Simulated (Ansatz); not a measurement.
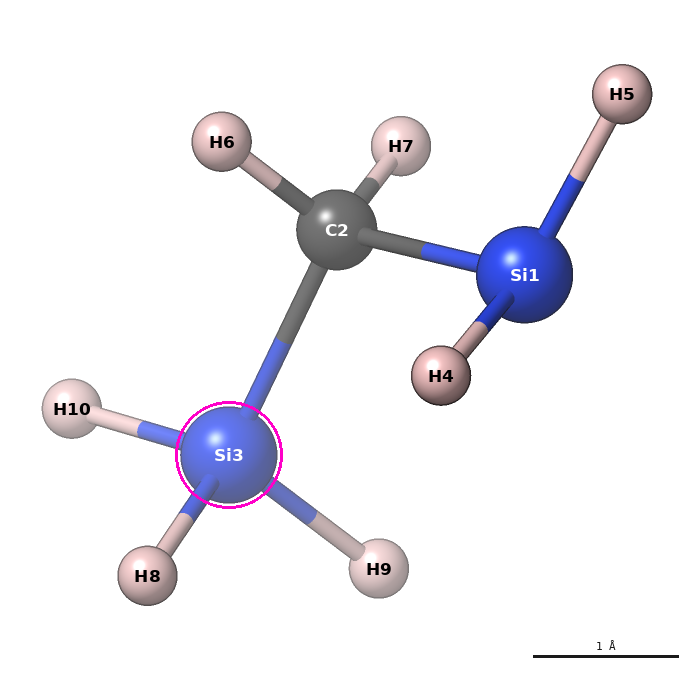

Orthographic view. Depth is shown by fading: the farther an atom, the more it takes the colour of the background. State: neutral, doublet. The computed structure is the end point of a PBE0-D4/def2-TZVP optimisation.

> Name the neighbours of the circled atom.

The circled atom is Si3; it is bonded to C2, H8, H9, H10.

> Which two atoms are farthest apart in space?

H5 and H10, 5.57 Å.

> What is the shortest path along bonds from the circled atom to H5?

Si3–C2–Si1–H5, 3 bonds; through space the two are 4.45 Å apart.

> Of Si3 and H8, which is nearer the viewer?

H8; the bond to Si3 points away from the viewer, so it looks shorter than its 1.49 Å.
